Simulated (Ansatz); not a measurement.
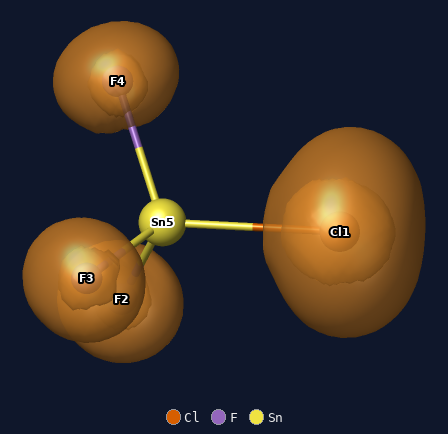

Figure. ClF3Sn (SMILES [F][Sn]([F])([F])[Cl]). Isosurface of the ELF at 0.75 (orange), seen at a tilt. Core shells and regions of very low density are left out.

Geometry: PBE0-D4/def2-SVP; core potentials replace the inner electrons of Sn.

Theory: isolated molecule in a Gaussian basis; Kohn-Sham density functional theory, functional PBE0 (Ansatz 0.2.0).

```csv
atom,x (Å),y (Å),z (Å)
Cl,-0.1380,1.7875,-1.4890
F,-1.8679,-0.1898,0.7881
F,-1.6691,2.8038,1.4623
F,-3.5418,1.8549,-0.7845
Sn,-1.8420,1.5590,0.0279
```

Q: What do the ELF domains correspond to?

A: At this value the surface marks out one region wrapped around Cl (its valence shell) and three regions wrapped around F (the valence shell of each). Along the contacts the grid gives the following. Sn–F (1.91 Å): the ELF peaks at about 0.80 in the valence shell of F, 0.5 Å from its nucleus, and drops to about 0.15 between the two atoms. Sn–Cl (2.29 Å): the ELF peaks at about 0.80 in the valence shell of Cl, 0.8 Å from its nucleus, and drops to about 0.15 between the two atoms.
